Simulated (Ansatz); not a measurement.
HCN

Input

```
crystal:
  periodic: [false, false, false]
  atoms:
    - {symbol: H, position_ang: [0.439466, 0.791003, -0.615432]}
    - {symbol: C, position_ang: [0.010286, 0.018525, -0.014414]}
    - {symbol: N, position_ang: [-0.449752, -0.809528, 0.629845]}
basis:
  gaussian: {orbitals: def2-TZVPP}
hamiltonian: {xc: pbe0, dispersion: d4}
output: {orbitals: {seedname: orbitals}}
```

Command:

```sh
ansatz run in.yaml --threads 2 --pin off --events-out ev --progress --plain --max-ram 4352MiB
```

The reactant side of a reaction path; geometry: PBE0-D4/def2-TZVP.

Theory: RKS PBE0-D4/def2-TZVPP (Ansatz).

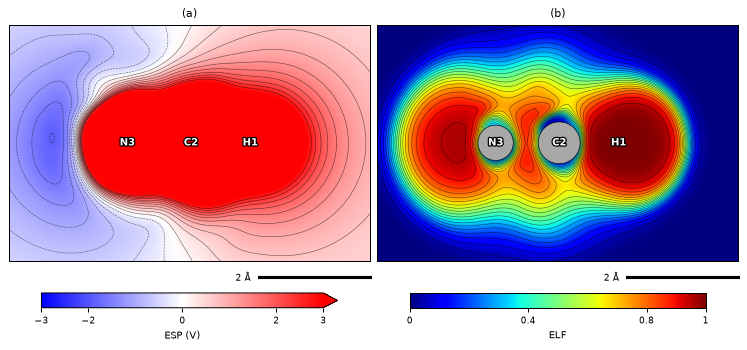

Figure 1. (a) molecular electrostatic potential; (b) ELF on a plane that holds the molecular axis. Grey discs cover the atomic cores in the ELF map.

> What do the fields say about this system?

The section cuts through H, C and N sites.
C–N (1.15 Å): the ELF peaks at about 0.85 between the atoms: a multiple bond.
C–H (1.07 Å): the ELF climbs to about 1 towards the hydrogen, as it does in any bond to H (an ordinary covalent bond to hydrogen).
The ELF also peaks beside N3, away from the bonds: lone-pair regions.
Outside the dense part of the molecule the potential is most negative (−1.9 V) near N3.

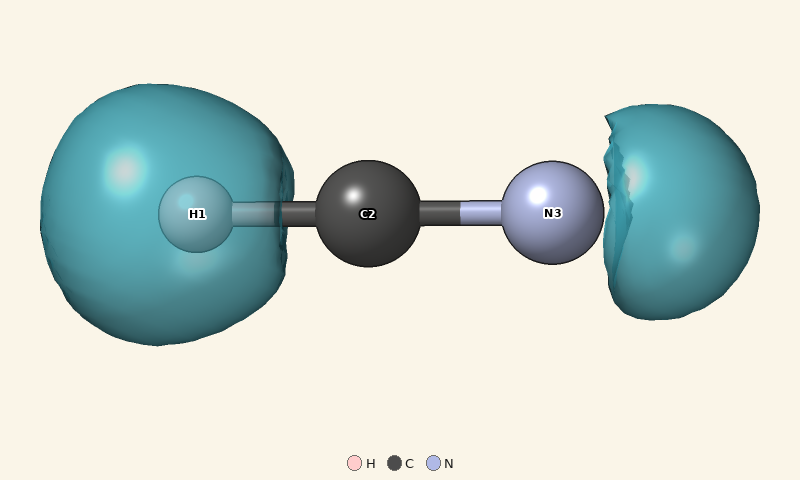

Figure 2. Isosurface of the electron localisation function at 0.9 (cyan), seen from one side. Core shells and regions of very low density are left out.

> Describe the localisation domains.

At this value the surface marks out one region around a hydrogen nucleus and one lobe on N, pointing away from the bonds (lone pairs).

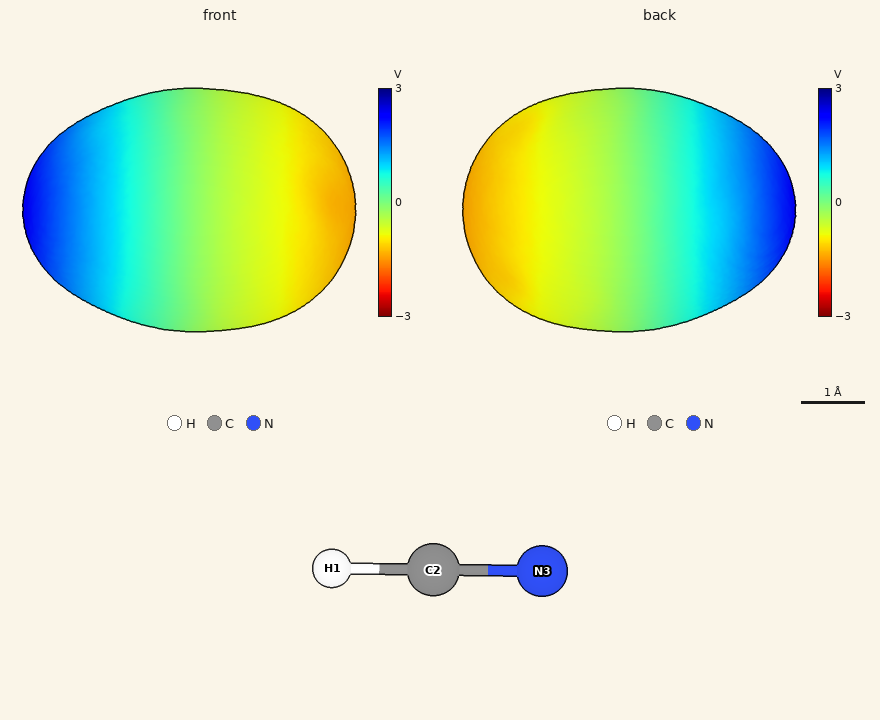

Figure 3. The molecular electrostatic potential painted on the density surface at 0.001 e/bohr³, seen from the front and from behind; the colour scale runs from red (negative) to blue (positive). The bare structure is drawn below in the same view.

> Describe the electrostatic potential map.

The most negative region (about −1.4 V, or −32 kcal/mol for a unit charge) lies over N3, the most positive (about +2.3 V, or +53 kcal/mol for a unit charge) over H1. N3 is the likeliest acceptor of a hydrogen bond.
